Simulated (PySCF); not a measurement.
# BN2H7: NMR shifts at several levels of theory, part 2 of 2

PySCF 2.14.0. Atoms count from 0.

## Step 9: Nuclear shieldings: LC-wPBE/pcSseg-2

The job: settings as JSON, then the geometry in Å.

```
{"job": {"kind": "nmr", "xc": "LC-wPBE", "basis": "pcSseg-2", "pop": false}, "charge": 0, "multiplicity": 1}
N     -1.322346    -0.421132    -0.046294
B     -0.181368     0.502507    -0.297882
N      1.171308    -0.264402     0.353824
H     -1.770562    -0.793865    -0.875253
H     -2.044656    -0.070223     0.571792
H      0.142400     0.638080    -1.479157
H     -0.203573     1.566795     0.322831
H      1.276754    -1.182433    -0.079515
H      1.025926    -0.417912     1.352265
H      2.032624     0.267056     0.222027
```

Level: GIAO LC-wPBE/pcSseg-2 NMR shielding, non-relativistic, gas phase.

Log:

```text
coarse grid: 7552 points
cycle   1  E = -138.5214372279  dE =  1.137e-01  |g| = 4.500e-01  |ddm| = 1.812e+00
cycle   2  E = -138.5508084782  dE = -2.937e-02  |g| = 3.637e-01  |ddm| = 4.854e-01
cycle   3  E = -138.5766172224  dE = -2.581e-02  |g| = 4.605e-02  |ddm| = 1.988e-01
cycle   4  E = -138.5771673898  dE = -5.502e-04  |g| = 1.318e-02  |ddm| = 3.997e-02
cycle   5  E = -138.5772201626  dE = -5.277e-05  |g| = 3.114e-03  |ddm| = 1.509e-02
cycle   6  E = -138.5772240935  dE = -3.931e-06  |g| = 1.105e-03  |ddm| = 4.911e-03
final grid: 70800 points
cycle   7  E = -138.5820643190  dE = -8.810e-05  |g| = 7.021e-03  |ddm| = 2.262e-02
cycle   8  E = -138.5820685655  dE = -4.247e-06  |g| = 6.378e-03  |ddm| = 6.463e-03
cycle   9  E = -138.5820756447  dE = -7.079e-06  |g| = 2.901e-04  |ddm| = 2.972e-03
cycle  10  E = -138.5820756831  dE = -3.842e-08  |g| = 1.592e-04  |ddm| = 4.105e-04
cycle  11  E = -138.5820756905  dE = -7.378e-09  |g| = 5.235e-05  |ddm| = 1.514e-04
cycle  12  E = -138.5820757022  dE = -1.171e-08  |g| = 1.962e-05  |ddm| = 8.626e-05
cycle  13  E = -138.5820757024  dE = -1.831e-10  |g| = 3.817e-06  |ddm| = 3.413e-05
converged SCF energy = -138.5820757024

GIAO shielding tensors (ppm)
atom      isotropic    diamagn.    paramagn.     s11        s22        s33       span
  0 N      247.949     312.899     -64.950    236.221    244.691    262.936     26.715
  1 B      112.842     183.783     -70.941     92.285    120.351    125.891     33.606
  2 N      209.388     308.708     -99.321    188.466    207.241    232.455     43.989
  3 H       31.060      31.315      -0.255     24.184     27.372     41.626     17.441
  4 H       31.086      31.330      -0.244     24.236     27.366     41.655     17.419
  5 H       28.558      29.651      -1.092     24.890     29.405     31.381      6.491
  6 H       28.544      29.619      -1.075     24.916     29.364     31.354      6.438
  7 H       29.214      30.011      -0.797     24.684     25.860     37.098     12.415
  8 H       29.181      30.028      -0.847     24.602     25.818     37.123     12.522
  9 H       29.165      29.154       0.011     23.620     24.622     39.252     15.632
```

Run time: 20 s. Hardware: 1 thread of Arm Neoverse V2, shared host; peak memory 0.83 GiB.

In short: δ N2 54.7, N0 16.1, B1 -13.9, H5 2.77, H7 2.13 ppm (means over like atoms).

## Step 10: Shielding tensors: PBE0/6-31G

The job, as its differences from that of step 9:

```diff
@@ -1,2 +1,2 @@
-{"job": {"kind": "nmr", "xc": "LC-wPBE", "basis": "pcSseg-2", "pop": false}, "charge": 0, "multiplicity": 1}
+{"job": {"kind": "nmr", "xc": "PBE0", "basis": "6-31G", "pop": true}, "charge": 0, "multiplicity": 1}
 N     -1.322346    -0.421132    -0.046294
```

Method: GIAO PBE0/6-31G NMR shielding, non-relativistic, gas phase.

Log:

```text
coarse grid: 7552 points
cycle   1  E = -138.3438884476  dE =  8.452e-02  |g| = 4.859e-01  |ddm| = 2.481e+00
cycle   2  E = -138.3257570984  dE =  1.813e-02  |g| = 5.861e-01  |ddm| = 1.271e+00
cycle   3  E = -138.4075380032  dE = -8.178e-02  |g| = 6.392e-02  |ddm| = 7.249e-01
cycle   4  E = -138.4085223641  dE = -9.844e-04  |g| = 1.719e-02  |ddm| = 7.772e-02
cycle   5  E = -138.4086044717  dE = -8.211e-05  |g| = 5.042e-03  |ddm| = 2.247e-02
cycle   6  E = -138.4086098270  dE = -5.355e-06  |g| = 1.310e-03  |ddm| = 4.659e-03
final grid: 70800 points
cycle   7  E = -138.3823863418  dE = -9.693e-06  |g| = 7.972e-03  |ddm| = 1.423e-02
cycle   8  E = -138.3823777368  dE =  8.605e-06  |g| = 1.030e-02  |ddm| = 1.615e-02
cycle   9  E = -138.3824007641  dE = -2.303e-05  |g| = 3.201e-04  |ddm| = 8.415e-03
cycle  10  E = -138.3824007947  dE = -3.052e-08  |g| = 1.111e-04  |ddm| = 4.686e-04
cycle  11  E = -138.3824007971  dE = -2.481e-09  |g| = 5.208e-05  |ddm| = 1.298e-04
cycle  12  E = -138.3824007978  dE = -6.435e-10  |g| = 4.710e-06  |ddm| = 5.408e-05
converged SCF energy = -138.3824007978

GIAO shielding tensors (ppm)
atom      isotropic    diamagn.    paramagn.     s11        s22        s33       span
  0 N      247.065     315.294     -68.229    235.778    246.728    258.689     22.911
  1 B      127.070     185.764     -58.694    108.512    134.082    138.617     30.105
  2 N      222.907     320.978     -98.071    207.103    220.067    241.551     34.448
  3 H       32.586      30.584       2.002     25.658     29.318     42.784     17.126
  4 H       32.613      30.590       2.023     25.704     29.330     42.804     17.101
  5 H       29.236      29.870      -0.634     25.134     30.237     32.337      7.203
  6 H       29.224      29.836      -0.612     25.156     30.209     32.306      7.151
  7 H       30.840      30.025       0.815     26.808     27.498     38.214     11.407
  8 H       30.811      30.053       0.757     26.711     27.476     38.245     11.533
  9 H       30.721      30.062       0.659     25.382     26.488     40.294     14.911
```

Wall time 2 s (1 thread of Arm Neoverse V2, shared host); peak memory 0.44 GiB.

This run: δ N2 37.8, N0 13.6, B1 -13.9, H5 3.38, H7 1.82 ppm (means over like atoms).

## Step 11: Nuclear shieldings: PBE0/STO-3G

The job, as its differences from that of step 10:

```diff
@@ -1,2 +1,2 @@
-{"job": {"kind": "nmr", "xc": "PBE0", "basis": "6-31G", "pop": true}, "charge": 0, "multiplicity": 1}
+{"job": {"kind": "nmr", "xc": "PBE0", "basis": "STO-3G", "pop": true}, "charge": 0, "multiplicity": 1}
 N     -1.322346    -0.421132    -0.046294
```

Method: GIAO PBE0/STO-3G NMR shielding, non-relativistic, gas phase.

Log:

```text
coarse grid: 7552 points
cycle   1  E = -136.6003914675  dE =  1.352e-01  |g| = 4.134e-01  |ddm| = 3.444e+00
cycle   2  E = -136.6301220531  dE = -2.973e-02  |g| = 3.147e-01  |ddm| = 1.007e+00
cycle   3  E = -136.6595167970  dE = -2.939e-02  |g| = 2.579e-02  |ddm| = 4.451e-01
cycle   4  E = -136.6597140221  dE = -1.972e-04  |g| = 8.349e-03  |ddm| = 4.625e-02
cycle   5  E = -136.6597362930  dE = -2.227e-05  |g| = 1.366e-03  |ddm| = 1.290e-02
cycle   6  E = -136.6597367966  dE = -5.036e-07  |g| = 4.059e-04  |ddm| = 2.113e-03
final grid: 70800 points
cycle   7  E = -136.6533091518  dE = -9.425e-06  |g| = 3.916e-03  |ddm| = 1.363e-02
cycle   8  E = -136.6533109121  dE = -1.760e-06  |g| = 3.171e-03  |ddm| = 9.003e-03
cycle   9  E = -136.6533138361  dE = -2.924e-06  |g| = 1.584e-04  |ddm| = 3.905e-03
cycle  10  E = -136.6533138443  dE = -8.258e-09  |g| = 2.443e-05  |ddm| = 2.372e-04
cycle  11  E = -136.6533138445  dE = -1.836e-10  |g| = 1.127e-05  |ddm| = 5.863e-05
converged SCF energy = -136.6533138445

GIAO shielding tensors (ppm)
atom      isotropic    diamagn.    paramagn.     s11        s22        s33       span
  0 N      303.725     309.102      -5.376    291.307    294.502    325.367     34.059
  1 B      129.935     193.806     -63.871    109.328    132.759    147.719     38.391
  2 N      282.901     305.727     -22.826    278.764    280.347    289.593     10.830
  3 H       33.587      30.924       2.663     25.734     30.531     44.496     18.762
  4 H       33.606      30.931       2.674     25.781     30.544     44.491     18.710
  5 H       31.149      32.367      -1.218     27.621     31.215     34.612      6.991
  6 H       31.148      32.352      -1.204     27.650     31.190     34.604      6.954
  7 H       30.011      28.156       1.855     24.208     26.226     39.600     15.392
  8 H       30.005      28.185       1.820     24.215     26.161     39.639     15.423
  9 H       30.050      28.065       1.985     24.097     24.827     41.228     17.131
```

Run time: 1.1 s. Hardware: 1 thread of Arm Neoverse V2, shared host; peak memory 0.44 GiB.

Key values: δ N2 11.8, N0 -9.0, B1 -1.2, H7 2.58, H5 1.46 ppm (means over like atoms).

## Step 12: Comparing the runs: NMR shifts

Shifts (ppm), means over like atoms, with basis size and wall time:

```csv
run,H5,H7,H3,N2,N0,B1,functions,time
PBE0/pcSseg-2,2.81,2.09,0.42,57.7,23.6,-11.5,206,11 s
mPW1PW91/pcSseg-2,2.78,2.10,0.38,56.9,22.6,-11.2,206,11 s
WP04/pcSseg-2,2.31,2.30,0.30,50.6,17.9,-7.8,206,12 s
B97-2/pcSseg-2,2.76,2.11,0.39,56.1,22.4,-10.5,206,11 s
BHandHLYP/pcSseg-2,2.67,2.23,0.40,55.8,20.0,-8.4,206,11 s
CAM-B3LYP/pcSseg-2,2.78,2.14,0.43,60.3,23.1,-11.1,206,15 s
wB97X-D/pcSseg-2,2.78,2.12,0.35,56.3,19.3,-11.6,206,15 s
LC-wPBE/pcSseg-2,2.77,2.13,0.24,54.7,16.1,-13.9,206,20 s
PBE0/6-31G,3.38,1.82,0.01,37.8,13.6,-13.9,41,2 s
PBE0/STO-3G,1.46,2.58,-0.99,11.8,-9.0,-1.2,22,1.1 s
```

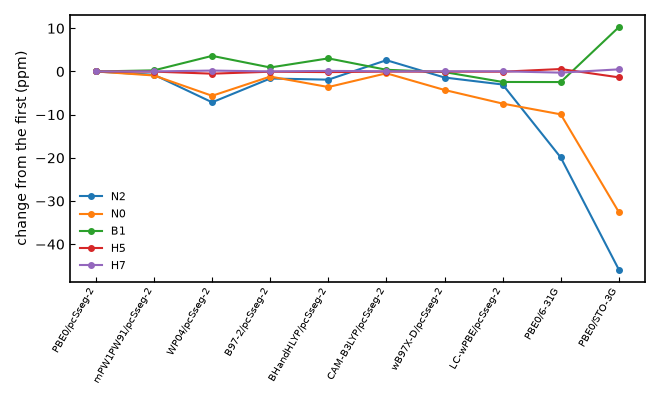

How five of the tabulated atoms move from run to run.

## Step 13: Summary of results

This closing draws on all 2 parts.

| quantity | value |
| --- | --- |
| ¹H shifts against TMS (PBE0/pcSseg-2, means over atoms taken as alike) | 2.81, 2.09, 0.42 ppm |
| ¹⁵N shifts against NH3 (PBE0/pcSseg-2) | 57.7, 23.6 ppm |
| ¹¹B shifts against BF3·OEt2 (PBE0/pcSseg-2) | -11.5 ppm |
| range of the shift of N2 (minimal bases aside) | 37.8 to 60.3 ppm |
| property runs in this session | 10, of which 0 failed and 1 gave unsound results |

What this shows: Single values in the summary come from the first sound run of each kind (PBE0/pcSseg-2), which need not be the best level. At PBE0/pcSseg-2: The widest tensor belongs to N2: span 43 ppm, with a paramagnetic part of -106 ppm. Leaving out the minimal-basis runs, which are unusable for shieldings: In ppm, N2 moves most: its shift spreads over 22.5 ppm, from 37.8 (PBE0/6-31G) to 60.3 (CAM-B3LYP/pcSseg-2).
